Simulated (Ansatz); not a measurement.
The calculation's input:

```
crystal:
  periodic: [false, false, false]
  atoms:
    - {symbol: Sn, position_ang: [-0.004331, 0.005632, 0.921175]}
    - {symbol: Cl, position_ang: [2.226710, -0.032736, -0.296443]}
    - {symbol: Cl, position_ang: [-1.084400, 1.940722, -0.324029]}
    - {symbol: Cl, position_ang: [-1.137969, -1.913618, -0.300703]}
basis:
  gaussian: {orbitals: def2-TZVPD, initial_orbitals: start.molden}
total_charge: -1
hamiltonian: {xc: pbe0, dispersion: d4}
scf: {omitted_lower_state_checks: [starts]}
output: {orbitals: {seedname: orbitals}}
```

Launched as:

```sh
ansatz run in.yaml --threads 4 --pin off --events-out ev --progress --plain --max-ram 3916MiB
```

Geometry: PBE-D4/def2-SVPD; core potentials replace the inner electrons of Sn.

All numbers below come from RKS PBE0-D4/def2-TZVPD (Ansatz).

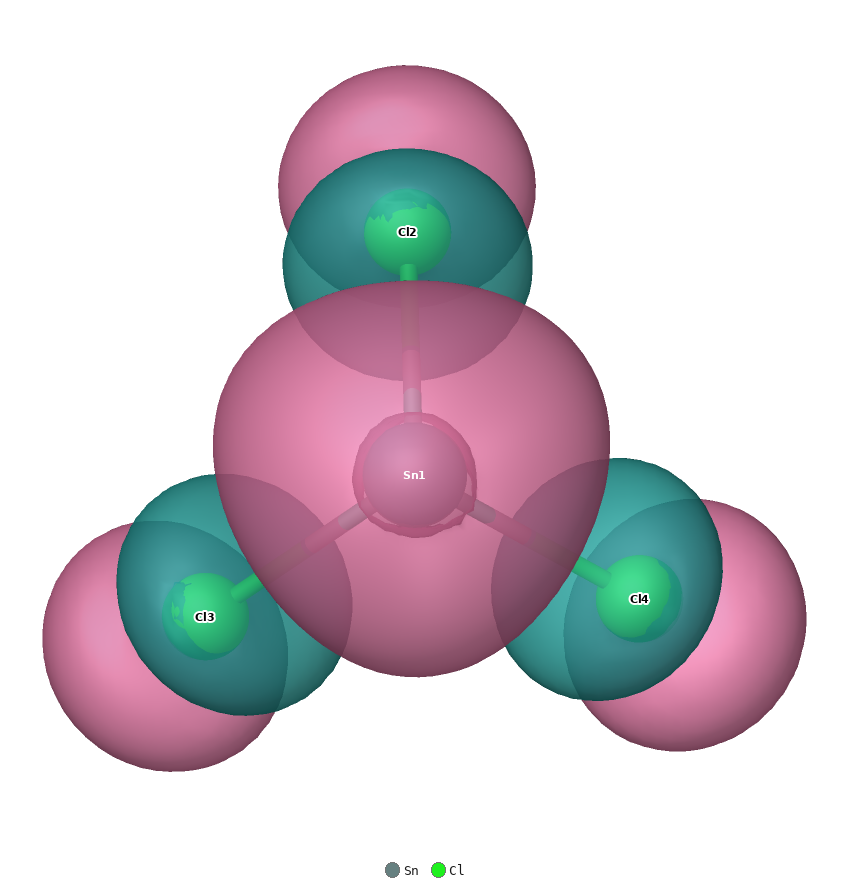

Cl3Sn (charge −1). The HOMO at ±0.06 Å⁻³ᐟ² (teal and pink are the two phases), seen at a tilt.

**Where does this orbital lie, and at what energy?**

By Hirshfeld shares it lies mainly on Sn1 (about 45 %), Cl2 (about 20 %), Cl3 (about 20 %) and Cl4 (about 20 %). Its energy is −2.98 eV.
